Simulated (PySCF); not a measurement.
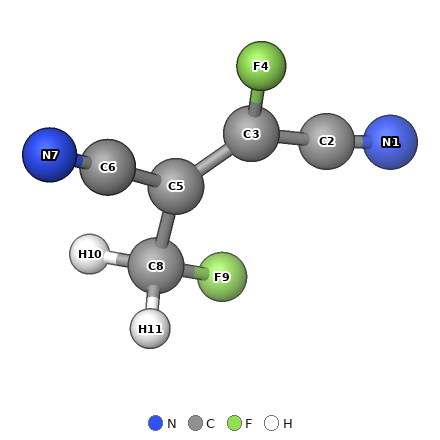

C₅H₂F₂N₂, SMILES N#C/C(F)=C(/C#N)CF. Vertical core-electron binding energies by ΔSCF (SCAN, pcX-2 on the ionised atom, pcseg-1 elsewhere, spin-free X2C; PySCF 2.14.0, at a PBE0-D3(BJ)/def2-SVP geometry (no frequency check)), gas phase, against the vacuum level. One atom of each kind was ionised; within a panel, areas follow the number of like atoms, Gaussians of 0.4 eV full width. Only the regions named are shown. Lines closer than the width merge in the curve.

> Predict the C 1s photoelectron lines.

| level | atoms | binding energy (eV) |
| --- | --- | --- |
| C 1s | C3 | 295.2 |
| C 1s | C8 | 294.8 |
| C 1s | C2 | 293.2 |
| C 1s | C5 | 293.1 |
| C 1s | C6 | 293.1 |

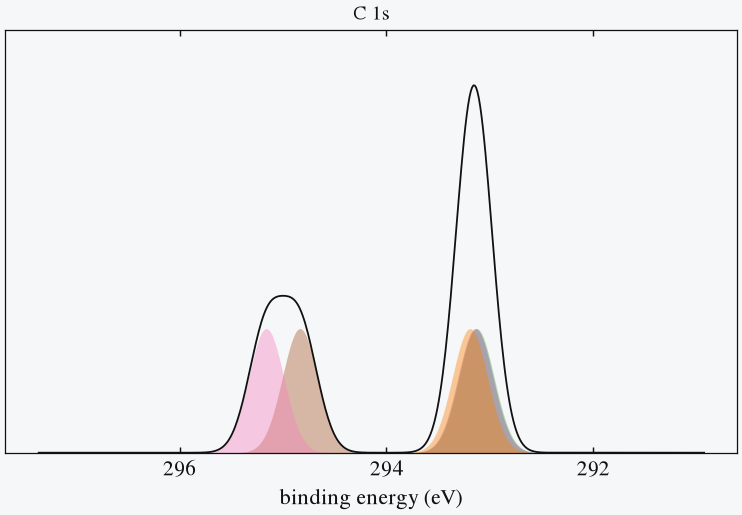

Caveats: one conformer of a flexible molecule.
